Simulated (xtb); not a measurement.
## Geometry relaxation, with input and output: B2Si2NH9 (part 5 of 5)

B2Si2NH9; GFN1-xTB, ALPB solvent acetone (xtb 6.7.1). The geometry comes from this level: GFN2-xTB.

Geometry of the input (Å):
```
B  -0.3922  1.6850  -0.2696
Si 0.0237  0.7925  1.4279
N  0.0732  -0.9888  1.1923
B  0.1519  -1.7311  0.0314
Si 0.1843  -0.7700  -1.6711
H  0.3218  2.5657  -0.6114
H  -1.5365  1.8888  -0.5017
H  -0.9228  0.8739  2.5665
H  1.3378  1.0032  2.0878
H  0.0626  -1.4942  2.0668
H  0.1944  -2.9092  0.1095
H  -0.8371  -1.0113  -2.7088
H  -0.0984  0.7350  -1.2785
H  1.4372  -0.6394  -2.4412
```

Trajectory as extended XYZ, continued
```
14
Properties=species:S:1:pos:R:3 step=20 energy=-396.54863
B    -0.3645    1.5003   -0.2929
Si    0.1322    0.7621    1.4883
N     0.0658   -1.0009    1.2847
B     0.0050   -1.6692    0.0169
Si    0.1637   -0.5135   -1.5942
H    -0.2541    2.6379   -0.6638
H    -1.4303    1.0379   -0.7142
H    -0.8225    1.0845    2.5417
H     1.4465    1.0765    2.0398
H     0.0596   -1.6178    2.0817
H    -0.0531   -2.8706    0.0548
H    -0.8630   -0.5011   -2.6249
H     0.5453    0.9343   -1.2573
H     1.3693   -0.8605   -2.3607
14
Properties=species:S:1:pos:R:3 step=21 energy=-396.54884
B    -0.3626    1.5025   -0.2908
Si    0.1335    0.7607    1.4886
N     0.0637   -1.0019    1.2851
B     0.0063   -1.6699    0.0165
Si    0.1628   -0.5145   -1.5945
H    -0.2534    2.6372   -0.6631
H    -1.4287    1.0419   -0.7109
H    -0.8202    1.0862    2.5419
H     1.4475    1.0753    2.0389
H     0.0559   -1.6194    2.0818
H    -0.0522   -2.8709    0.0558
H    -0.8615   -0.5071   -2.6287
H     0.5355    0.9369   -1.2638
H     1.3733   -0.8570   -2.3569
14
Properties=species:S:1:pos:R:3 step=22 energy=-396.54891
B    -0.3642    1.5026   -0.2924
Si    0.1351    0.7604    1.4861
N     0.0617   -1.0019    1.2847
B     0.0047   -1.6705    0.0163
Si    0.1660   -0.5154   -1.5941
H    -0.2546    2.6374   -0.6608
H    -1.4348    1.0453   -0.7051
H    -0.8171    1.0883    2.5400
H     1.4495    1.0728    2.0363
H     0.0522   -1.6193    2.0816
H    -0.0509   -2.8714    0.0557
H    -0.8591   -0.5095   -2.6280
H     0.5337    0.9373   -1.2645
H     1.3779   -0.8561   -2.3558
```

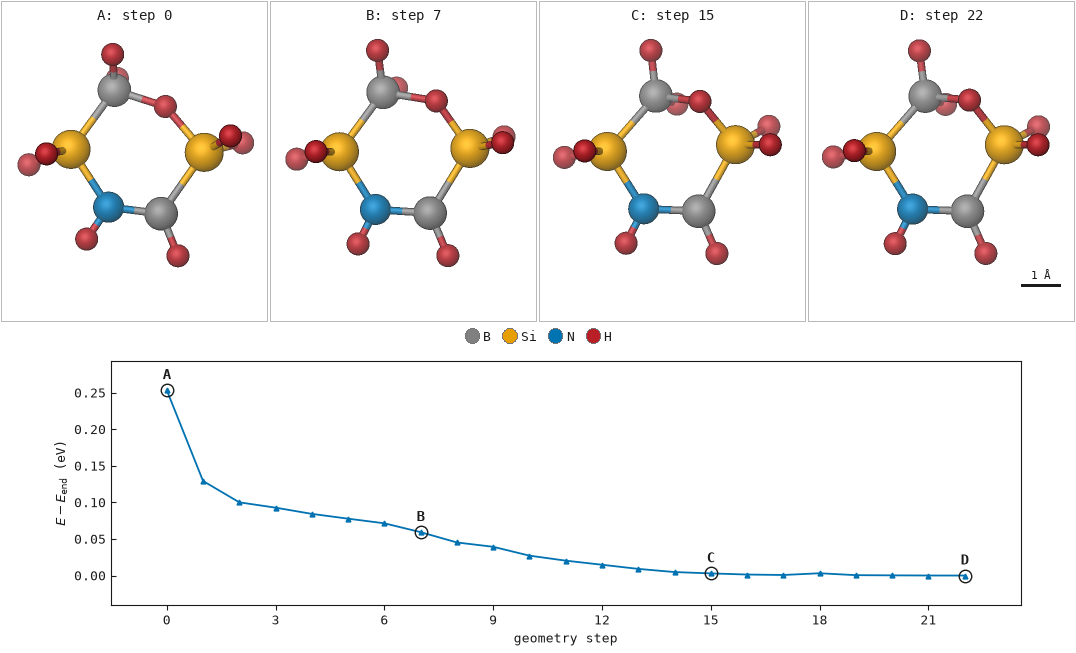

Fig. 1: Frames of the relaxation (ball-and-stick view, seen on its broad side) above the curves, on which the letters mark them (steps are counted from 0).

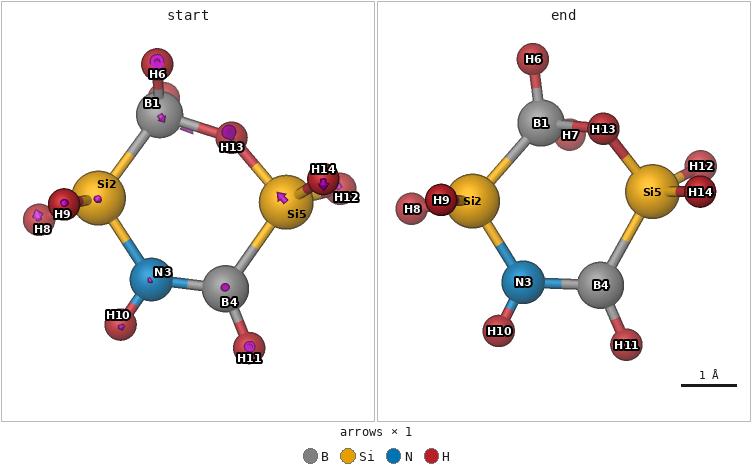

Fig. 2: Before (left) and after (right) the relaxation, at one scale (ball-and-stick view, seen on its broad side). The pink arrows give the displacements, at true length. H7 moves most after the best rigid fit: 0.87 Å. By element the largest moves are H 0.87 Å, Si 0.27 Å, B 0.19 Å, N 0.09 Å. Among the contacts that change: N3–B4 1.380 → 1.435 Å, B1–H7 1.185 → 1.235 Å, Si5–H13 1.581 → 1.534 Å, B1–Si2 1.962 → 1.991 Å. Among the angles that change: B1–H13–Si5 148.5° → 111.6°, B4–Si5–H14 120.8° → 110.6°, Si2–B1–H6 117.4° → 127.2°. The energy falls by 0.254 eV in 22 geometry steps. (Atoms are counted from 1 in the order of the input.)

Key numbers

- outcome: converged
- electrons treated: 28
- total energy: −14.572904 hartree
- dispersion energy: −0.005819 hartree
- solvation energy: −0.008260 hartree
- basis functions: 50
- HOMO: −11.18 eV
- LUMO: −7.58 eV
- dipole moment: 1.80 D
- hardware: 1 thread of Arm Neoverse N1, 98 GiB of memory available, shared host
- peak memory: 0.073 GiB
